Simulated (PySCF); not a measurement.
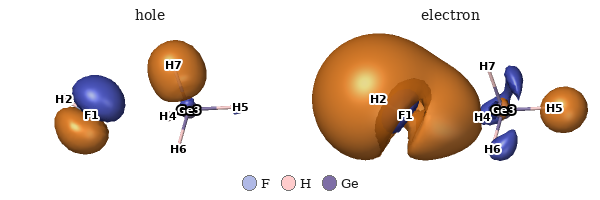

FGeH5, SMILES `F.[GeH4]`. Leading natural transition orbital pair of S₄ (TDA singlet states); the surfaces enclose about 78 % of each orbital's density.

Computed with PySCF, ωB97X/def2-SVP, geometry: GFN2-xTB. The pair's geometry is semi-empirical, so its contact may be too short or too long. GFN2-xTB bond lengths at metals and heavier atoms can be off by up to 0.1 Å and shapes distorted, which carries into these values. Without diffuse functions Rydberg states are missing, so the states' numbers hold for this basis only.

Input

```python
import numpy as np
from pyscf import gto, scf, dft, tdscf
from pyscf.scf import atom_ks, atom_hf
from scipy.linalg import block_diag

def solve(mol, dm0=None, hcore=None):
    mf = (dft.UKS if mol.spin else dft.RKS)(mol, xc='wb97x')
    mf.grids.level = 3
    mf = mf.density_fit(auxbasis='def2-universal-jkfit')
    mf.conv_tol, mf.max_cycle = 1e-8, 80
    if hcore is not None:
        mf.get_hcore = lambda *args: hcore
    mf.kernel(dm0)
    if not mf.converged:
        mf = mf.newton().run(mf.mo_coeff, mf.mo_occ, max_cycle=30)
    assert mf.converged, 'SCF not converged'
    return mf

mol = gto.M(atom='''
F     -2.20198    -0.06185    -0.00398
H     -2.99226     0.43784     0.02809
Ge     0.63115     0.00227     0.00013
H      0.16106     0.20311    -1.38963
H      2.12222     0.03473     0.00078
H      0.18012    -1.30110     0.52982
H      0.14995     1.10935     0.86270
''', basis='def2-svp', charge=0, spin=0, verbose=4)
mf = solve(mol)
td = mf.TDA()
td.nstates, td.singlet, td.conv_tol = 5, True, 1e-5
td.kernel()
td.analyze()
x, y = np.array([p[0] for p in td.xy]), np.array([p[1] + 0 * p[0] for p in td.xy])
f, mu = td.oscillator_strength(), td.transition_dipole()
nto = [td.get_nto(state=i + 1, verbose=4) for i in range(len(td.e))]
# spherically averaged free atoms, for the promolecule
atm = atom_ks.get_atm_nrks(mol, xc='wb97x')
pro = block_diag(*[(atm[a[0]][2] * atm[a[0]][3]) @ atm[a[0]][2].T for a in mol._atom])
np.savez('result.npz', e=td.e, f=f, ok=td.converged, w=[n[0] for n in nto], nto=[n[1] for n in nto], x=x, y=y, c=mf.mo_coeff, occ=mf.mo_occ, eps=mf.mo_energy, pro=pro, mu=mu)
```

Command:

```sh
OMP_NUM_THREADS=1 python input.py
```

The run took 67 s on 1 thread of Arm Neoverse V1, on a shared host, peak memory 0.43 GiB.

Give its energy and the atoms that hole and electron lie on.

Answer. 10.32 eV (120 nm), f = 0.027, partly diffuse acceptor orbital, which a basis without diffuse functions describes poorly; the leading pair carries 80 %; hole on F1 (54 %), Ge3 (20 %) and H7 (14 %), electron on H2 (46 %), F1 (21 %) and Ge3 (18 %) (atom shares of so diffuse an orbital are rough) (shares are of the whole state, not of the leading pair alone); their centroids lie 0.8 Å apart; S₅ lies within 0.1 eV of it. The HOMO–LUMO gap is 15.09 eV.
